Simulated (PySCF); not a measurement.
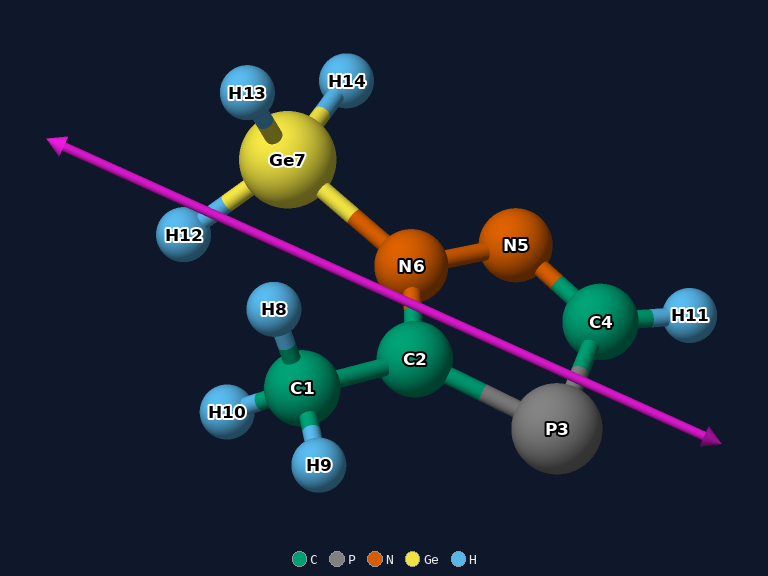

The double arrow shows the direction of the transition dipole to excited singlet state 1 (its length means nothing). Computed geometry: GFN2-xTB optimisation. No frequency run is at hand to confirm it as a minimum. Properties computed with TDDFT CAM-B3LYP/def2-SVPD, vertical, gas phase, core orbitals frozen in the response (PySCF 2.14.0).

Question: How is the transition polarised?

Answer: Nearly parallel to the C2–P3 bond.

Question: Where does the transition lie, and how strong is it?

Answer: 5.57 eV (222 nm), oscillator strength 0.18, mainly HOMO → LUMO (weight 0.88); transition dipole 2.89 D.

The geometry is semi-empirical. Around Ge, P such bond lengths and angles can be off by a tenth of an ångström or more and by several degrees, and values that hang on the shape move with them.
